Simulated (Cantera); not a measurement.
Charge: 1 mol Si₃N₄, 0.14 mol O₂, 12 mol H₂, 0.25 mol Cl₂, equilibrated at 0.00350 bar.

These are equilibrium values from Cantera (NASA tables, ideal gas, pure condensed phases), not measurements of a reactor. Candidate condensed phases: H₂O, NH₄Cl, Si, SiO₂, Si₂N₂O, Si₃N₄; 47 gas species. Mutual solubility and eutectic melting of coexisting phases are not modelled. The tables' values for SiCl, SiN, SiCl₃ are old estimates; treat these amounts as uncertain. Gases not in the tables: Si₂H₆ and higher silanes. Kinetics and transport are ignored.

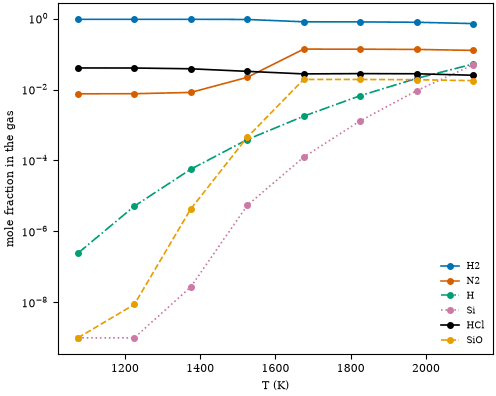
Figure: Equilibrium gas composition (values under 1e-9 drawn at 1e-9)

From 1075 K to 1375 K the condensed part is Si₂N₂O(s) + Si₃N₄(s). At 1525 K the condensed part is Si(s) + Si₂N₂O(s) + Si₃N₄(s). At 1675 K the condensed part is Si(s). From 1825 K to 2125 K the condensed part is Si(l). The main Si-bearing gas is SiCl₄ at 1075 K and Si at 2125 K.
